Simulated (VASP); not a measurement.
Band structure of GePd (relaxed from the CrB structure, space group Cmcm). Level of theory: r2SCAN meta-GGA, VASP's PBE PAW potentials (set 64) (plane waves; VASP 6.6.1).

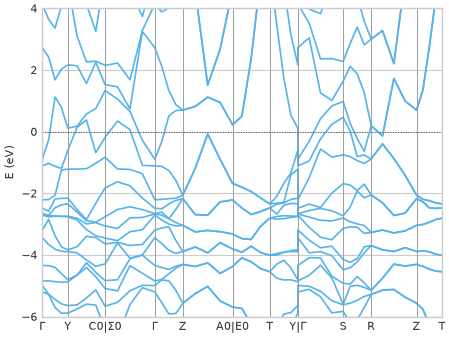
Bands along high-symmetry lines, zero at the valence-band maximum or, without a gap, the Fermi level

Task: Read the plot: is there a gap, and where are the band edges?

Result: It has no gap at this level: it comes out as a metal or semimetal.

The structure was generated: GePd was put into the CrB type (Cmcm), which need not be its known phase. It was relaxed first, which changed the volume by -44 %.
